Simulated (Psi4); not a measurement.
Property calculation of C2F4O

- system: C2F4O, SMILES O=C(F)C(F)(F)F
- method: PBE0/def2-TZVPP, RKS, dispersion D4 (Psi4 1.11)

The geometry was optimised with PBE0/def2-TZVP.

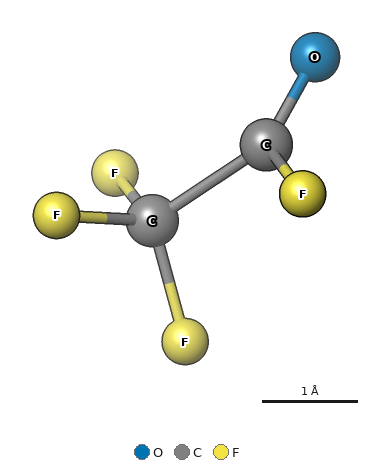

Fig. 1: The structure (ball-and-stick view, seen at a tilt).

### Input file (run.py)
```python
import psi4

psi4.set_memory('3300 MB')
psi4.set_num_threads(2)
psi4.core.set_output_file('run.log', False)

with open('c2f4o.xyz') as f:
    atoms = ''.join(f.readlines()[2:])
m = psi4.geometry('0 1\n' + atoms + 'symmetry c1')

psi4.set_options({
    'basis': 'def2-TZVPP',
    'scf_type': 'df',
    'dft_radial_points': 99,
    'dft_spherical_points': 590,
})

E, wfn = psi4.energy('pbe0-d4', return_wfn=True)
psi4.oeprop(wfn, 'DIPOLE', 'MULLIKEN_CHARGES', 'LOWDIN_CHARGES', 'WIBERG_LOWDIN_INDICES', title='PBE0-D4')
print('E =', round(E, 9))
```

### File c2f4o.xyz
```
7
C2F4O
O      1.070241    -1.403045     0.702552
C      0.094608    -0.809276     0.439612
F     -1.128714    -1.216228     0.750721
C      0.014182     0.539610    -0.303248
F     -0.703525     0.400064    -1.413658
F     -0.572777     1.446064     0.472517
F      1.223631     0.958834    -0.619601
```

Command:
```bash
python run.py
```

### Log
```
=> Loading Basis Set <=

    Name: DEF2-TZVPP
    Role: ORBITAL
    Keyword: BASIS

   => PBE0-D4(BJ,EEQ)ATM: Empirical Dispersion <=

        a1 =       0.400856
        a2 =       5.029288
       alp =      16.000000
        s6 =       1.000000
        s8 =       1.200655
        s9 =       1.000000
        ga =       3.000000
        gc =       2.000000
        wf =       6.000000

         ---------------------------------------------------------
                                   SCF
                              RKS Reference
                        2 Threads,   3147 MiB Core
         ---------------------------------------------------------

  ==> Geometry <==

    Molecular point group: c1
    Full point group: C1

    Geometry (in Angstrom), charge = 0, multiplicity = 1:

       Center              X                  Y                   Z               Mass
    ------------   -----------------  -----------------  -----------------  -----------------
         O            1.104904213661    -1.441892221996     0.724239302457    15.994914619570
         C            0.129271213661    -0.848123221996     0.461299302457    12.000000000000
         F           -1.094050786339    -1.255075221996     0.772408302457    18.998403162730
         C            0.048845213661     0.500762778004    -0.281560697543    12.000000000000
         F           -0.668861786339     0.361216778004    -1.391970697543    18.998403162730
         F           -0.538113786339     1.407216778004     0.494204302457    18.998403162730
         F            1.258294213661     0.919986778004    -0.597913697543    18.998403162730

  Running in c1 symmetry.

  Rotational constants: A =      0.12887  B =      0.08321  C =      0.06889 [cm^-1]
  Rotational constants: A =   3863.41969  B =   2494.58116  C =   2065.29170 [MHz]
  Nuclear repulsion =  336.965604787664461

  Charge       = 0
  Multiplicity = 1
  Electrons    = 56
  Nalpha       = 28
  Nbeta        = 28

  ==> Algorithm <==

  SCF Algorithm Type is DF.
  DIIS enabled.
  MOM disabled.
  Fractional occupation disabled.
  Guess Type is SAD.
  Energy threshold   = 1.00e-06
  Density threshold  = 1.00e-06
  Integral threshold = 1.00e-12

  ==> Primary Basis <==

  Basis Set: DEF2-TZVPP
    Blend: DEF2-TZVPP
    Number of shells: 77
    Number of basis functions: 217
    Number of Cartesian functions: 252
    Spherical Harmonics?: true
    Max angular momentum: 3

  ==> DFT Potential <==

   => LibXC <=

    Version 7.1.2

   => Composite Functional: PBE0-D4BJEEQATM <=

    PBE0-d4bjeeqatm Hyb-GGA Exchange-Correlation Functional

    Deriv               =              1
    GGA                 =           TRUE
    Meta                =          FALSE

    Exchange Hybrid     =           TRUE
    MP2 Hybrid          =          FALSE

   => Exchange Functionals <=

    0.7500   Perdew, Burke & Ernzerhof

   => Exact (HF) Exchange <=

    0.2500               HF

   => Correlation Functionals <=

    1.0000   Perdew, Burke & Ernzerhof

   => LibXC Density Thresholds  <==

    XC_HYB_GGA_XC_PBEH:  1.00E-15

   => Molecular Quadrature <=

    Radial Scheme          =       TREUTLER
    Pruning Scheme         =           NONE
    Nuclear Scheme         =       TREUTLER

    Blocking Scheme        =         OCTREE
    BS radius alpha        =              1
    Pruning alpha          =              1
    Radial Points          =             99
    Spherical Points       =            590
    Total Points           =         390166
    Total Blocks           =           2855
    Max Points             =            256
    Max Functions          =            207
    Weights Tolerance      =       1.00E-15

   => Loading Basis Set <=

    Name: (DEF2-TZVPP AUX)
    Role: JKFIT
    Keyword: DF_BASIS_SCF

  ==> Integral Setup <==

  DFHelper Memory: AOs need 0.190 GiB; user supplied 0.643 GiB.
  SCF_SUBTYPE=INCORE selected. In-core MEM_DF algorithm will be used.
  Using in-core AOs.

  ==> MemDFJK: Density-Fitted J/K Matrices <==

    J tasked:                   Yes
    K tasked:                   Yes
    wK tasked:                   No
    Memory [MiB]:               658
    Algorithm:                 Core
    Schwarz Cutoff:           1E-12
    Mask sparsity (%):       5.5894
    Fitting Condition:        1E-10

   => Auxiliary Basis Set <=

  Basis Set: (DEF2-TZVPP AUX)
    Blend: DEF2-UNIVERSAL-JKFIT
    Number of shells: 175
    Number of basis functions: 535
    Number of Cartesian functions: 643
    Spherical Harmonics?: true
    Max angular momentum: 4

  Cached 100.0% of DFT collocation blocks in 1.662 [GiB].

  Minimum eigenvalue in the overlap matrix is 5.8538324800E-04.
  Reciprocal condition number of the overlap matrix is 8.4667064266E-05.
    Using symmetric orthogonalization.

  ==> Pre-Iterations <==

  SCF Guess: Superposition of Atomic Densities via on-the-fly atomic UHF (no occupation information).

   -------------------------
    Irrep   Nso     Nmo
   -------------------------
     A        217     217
   -------------------------
    Total     217     217
   -------------------------

  ==> Iterations <==

                           Total Energy        Delta E     RMS |[F,P]|

   @DF-RKS iter SAD:  -550.20471415115423   -5.50205e+02   0.00000e+00
   @DF-RKS iter   1:  -550.36213587906684   -1.57422e-01   3.25195e-03 ADIIS/DIIS
   @DF-RKS iter   2:  -550.03520864035727    3.26927e-01   5.43361e-03 ADIIS/DIIS
   @DF-RKS iter   3:  -550.49838547192894   -4.63177e-01   9.71590e-04 ADIIS/DIIS
   @DF-RKS iter   4:  -550.51340624994202   -1.50208e-02   2.69019e-04 ADIIS/DIIS
   @DF-RKS iter   5:  -550.51427208948542   -8.65840e-04   9.32465e-05 DIIS
   @DF-RKS iter   6:  -550.51441373609703   -1.41647e-04   1.77554e-05 DIIS
   @DF-RKS iter   7:  -550.51441764491517   -3.90882e-06   7.68305e-06 DIIS
   @DF-RKS iter   8:  -550.51441851191100   -8.66996e-07   1.19155e-06 DIIS
   @DF-RKS iter   9:  -550.51441853624885   -2.43379e-08   3.85672e-07 DIIS
  Energy and wave function converged.

  ==> Post-Iterations <==

   Electrons on quadrature grid:
      Ntotal   =   55.9999998589 ; deviation = -1.411e-07

    Orbital Energies [Eh]
    ---------------------

    Doubly Occupied:

       1A    -24.844789     2A    -24.842191     3A    -24.842154
       4A    -24.841458     5A    -19.272469     6A    -10.517336
       7A    -10.435119     8A     -1.396978     9A     -1.334694
      10A     -1.303864    11A     -1.302896    12A     -1.158230
      13A     -0.815762    14A     -0.712479    15A     -0.663370
      16A     -0.659114    17A     -0.649108    18A     -0.567450
      19A     -0.554563    20A     -0.529122    21A     -0.524537
      22A     -0.521459    23A     -0.491557    24A     -0.489118
      25A     -0.467402    26A     -0.449093    27A     -0.442055
      28A     -0.371068

    Virtual:

      29A     -0.066173    30A      0.068695    31A      0.102098
      32A      0.128929    33A      0.164159    34A      0.197634
      35A      0.204323    36A      0.216194    37A      0.228754
      38A      0.244435    39A      0.266015    40A      0.274103
      41A      0.295135    42A      0.323937    43A      0.412653
      44A      0.447934    45A      0.456535    46A      0.467293
      47A      0.503914    48A      0.510847    49A      0.527834
      50A      0.580367    51A      0.581534    52A      0.616037
      53A      0.650324    54A      0.693063    55A      0.693715
      56A      0.715212    57A      0.745121    58A      0.756026
      59A      0.778791    60A      0.782559    61A      0.804155
      62A      0.877073    63A      0.901074    64A      0.919616
      65A      0.949009    66A      0.982263    67A      0.997956
      68A      1.028805    69A      1.071073    70A      1.083493
      71A      1.148899    72A      1.233844    73A      1.323987
      74A      1.379147    75A      1.383352    76A      1.449253
      77A      1.558904    78A      1.565510    79A      1.682442
      80A      1.740735    81A      1.754505    82A      1.795293
      83A      1.855323    84A      1.870815    85A      1.907731
      86A      1.914679    87A      1.938120    88A      2.013173
      89A      2.085560    90A      2.106014    91A      2.163259
      92A      2.167564    93A      2.181136    94A      2.241938
      95A      2.279157    96A      2.314390    97A      2.317986
      98A      2.373786    99A      2.378399   100A      2.416385
     101A      2.468372   102A      2.490436   103A      2.564833
     104A      2.574340   105A      2.649223   106A      2.706741
     107A      2.766650   108A      2.822262   109A      2.834534
     110A      2.884654   111A      2.932253   112A      2.984229
     113A      2.989400   114A      3.001203   115A      3.017217
     116A      3.029890   117A      3.083228   118A      3.093533
     119A      3.115784   120A      3.176719   121A      3.203028
     122A      3.208460   123A      3.247321   124A      3.306229
     125A      3.317398   126A      3.366400   127A      3.454450
     128A      3.499121   129A      3.587850   130A      3.640219
     131A      3.725256   132A      3.752940   133A      3.821422
     134A      3.836188   135A      3.841550   136A      3.866470
     137A      3.886768   138A      3.919025   139A      3.932098
     140A      3.955130   141A      3.964661   142A      3.989424
     143A      4.033306   144A      4.181484   145A      4.448481
     146A      4.487114   147A      4.913675   148A      5.003438
     149A      5.137420   150A      5.227065   151A      5.241761
     152A      5.404717   153A      5.553234   154A      5.694501
     155A      6.128825   156A      6.276742   157A      6.302683
     158A      6.365961   159A      6.434753   160A      6.723281
     161A      6.770833   162A      6.773759   163A      6.815727
     164A      6.818176   165A      6.819751   166A      6.820179
     167A      6.822205   168A      6.830376   169A      6.830760
     170A      6.833999   171A      6.846699   172A      6.848786
     173A      6.939559   174A      6.951015   175A      6.971030
     176A      6.994304   177A      6.995529   178A      7.044656
     179A      7.055610   180A      7.116813   181A      7.125201
     182A      7.223099   183A      7.304213   184A      7.336896
     185A      7.375517   186A      7.434264   187A      7.556715
     188A      7.588662   189A      7.591886   190A      7.761020
     191A      8.260471   192A      8.280091   193A      8.293315
     194A      8.311997   195A      8.364342   196A      8.441713
     197A      8.446579   198A      8.502869   199A      8.678528
     200A      8.741890   201A      8.780353   202A      8.782825
     203A      8.845071   204A      8.914856   205A      8.924410
     206A      8.962793   207A      8.967322   208A      8.997701
     209A      9.064542   210A      9.097283   211A     22.875635
     212A     23.157999   213A     43.857733   214A     57.171174
     215A     57.202187   216A     57.256178   217A     57.331120

    Final Occupation by Irrep:
              A
    DOCC [    28 ]
    NA   [    28 ]
    NB   [    28 ]

  @DF-RKS Final Energy:  -550.51441853624885

   => Energetics <=

    Nuclear Repulsion Energy =            336.9656047876644607
    One-Electron Energy =               -1432.1139050983729248
    Two-Electron Energy =                 590.7216435904060745
    DFT Exchange-Correlation Energy =     -46.0838577609181996
    Empirical Dispersion Energy =          -0.0039040550281644
    VV10 Nonlocal Energy =                  0.0000000000000000
    Total Energy =                       -550.5144185362488543

Computation Completed

Properties will be evaluated at   0.000000,   0.000000,   0.000000 [a0]

Properties computed using the SCF density matrix

 Multipole Moments:

 ------------------------------------------------------------------------------------
     Multipole            Electronic (a.u.)      Nuclear  (a.u.)        Total (a.u.)
 ------------------------------------------------------------------------------------

 L = 1.  Multiply by 2.5417464519 to convert [e a0] to [Debye]
 Dipole X            :         -1.2138077            0.9889749           -0.2248328
 Dipole Y            :          1.5240343           -1.3590805            0.1649538
 Dipole Z            :         -0.7627875            0.6857815           -0.0770060
 Magnitude           :                                                    0.2892914

 ------------------------------------------------------------------------------------

	total time  =         89 seconds =       1.48 minutes

Properties will be evaluated at   0.000000,   0.000000,   0.000000 [a0]

Properties computed using the PBE0-D4 density matrix

 Multipole Moments:

 ------------------------------------------------------------------------------------
     Multipole            Electronic (a.u.)      Nuclear  (a.u.)        Total (a.u.)
 ------------------------------------------------------------------------------------

 L = 1.  Multiply by 2.5417464519 to convert [e a0] to [Debye]
 Dipole X            :         -1.2138077            0.9889749           -0.2248328
 Dipole Y            :          1.5240343           -1.3590805            0.1649538
 Dipole Z            :         -0.7627875            0.6857815           -0.0770060
 Magnitude           :                                                    0.2892914

 ------------------------------------------------------------------------------------
  Mulliken Charges: (a.u.)
   Center  Symbol    Alpha    Beta     Spin     Total
       1     O     4.08914  4.08914  0.00000 -0.17828
       2     C     2.86784  2.86784  0.00000  0.26432
       3     F     4.56313  4.56313  0.00000 -0.12626
       4     C     2.78295  2.78295  0.00000  0.43409
       5     F     4.56749  4.56749  0.00000 -0.13498
       6     F     4.56752  4.56752  0.00000 -0.13503
       7     F     4.56193  4.56193  0.00000 -0.12386

   Total alpha = 28.00000, Total beta = 28.00000, Total charge =  0.00000

  Lowdin Charges: (a.u.)
   Center  Symbol    Alpha    Beta     Spin     Total
       1     O     3.88582  3.88582  0.00000  0.22837
       2     C     3.23427  3.23427  0.00000 -0.46854
       3     F     4.38145  4.38145  0.00000  0.23710
       4     C     3.35253  3.35253  0.00000 -0.70506
       5     F     4.38543  4.38543  0.00000  0.22914
       6     F     4.38552  4.38552  0.00000  0.22897
       7     F     4.37499  4.37499  0.00000  0.25002

  Total alpha = 28.00000, Total beta = 28.00000, Total charge =  0.00000

  Wiberg Bond Indices using Orthogonal Lowdin Orbitals:

  Irrep: 1 Size: 7 x 7

                 1                   2                   3                   4                   5

    1     0.00000000000000     2.85297089674670     0.16768897050027     0.16520720902056     0.01395012572796
    2     2.85297089674670     0.00000000000000     1.81728945575540     1.02622396245464     0.11192330302853
    3     0.16768897050027     1.81728945575540     0.00000000000000     0.12367611029164     0.00883220103672
    4     0.16520720902056     1.02622396245464     0.12367611029164     0.00000000000000     1.79671148304742
    5     0.01395012572796     0.11192330302853     0.00883220103672     1.79671148304742     0.00000000000000
    6     0.01396763784568     0.11200129153989     0.00885502759044     1.79629649107835     0.08667530664380
    7     0.01209460081120     0.10916828696771     0.00956616019137     1.82779839419454     0.08702726785258

                 6                   7

    1     0.01396763784568     0.01209460081120
    2     0.11200129153989     0.10916828696771
    3     0.00885502759044     0.00956616019137
    4     1.79629649107835     1.82779839419454
    5     0.08667530664380     0.08702726785258
    6     0.00000000000000     0.08700809792176
    7     0.08700809792176     0.00000000000000

  Atomic Valences:

 #  #
 Irrep: 1
      1:    3.225879440652374
      2:    6.029577196492854
      3:    2.135907925365832
      4:    6.735913650087152
      5:    2.105119687337001
      6:    2.104803852619922
      7:    2.132662807939150
```

### Standard output
```
E = -550.514418536
```

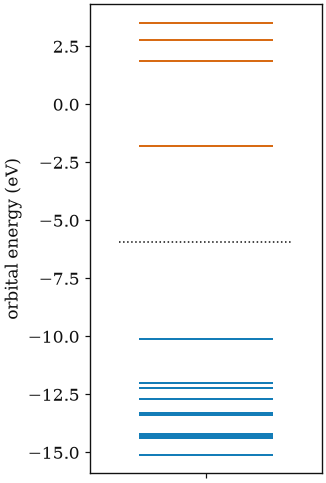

Fig. 2: Orbital energies near the frontier; the dotted line parts filled from empty levels, and levels within 0.02 eV of each other stand side by side. Highest filled −10.10 eV, lowest empty −1.80 eV, 8.30 eV apart.

### Results in brief

- outcome: converged
- total energy: −550.514419 hartree
- dispersion energy: −0.003904 hartree
- basis functions: 217
- HOMO: −10.10 eV
- LUMO: −1.80 eV
- dipole moment: 0.74 D
- hardware: 2 threads of Intel Xeon @ 2.50GHz (Skylake/Cascade Lake), 189 GiB of memory available, shared host
- wall time: 92 s (CPU time 2.8 min)
- peak memory: 2.1 GiB
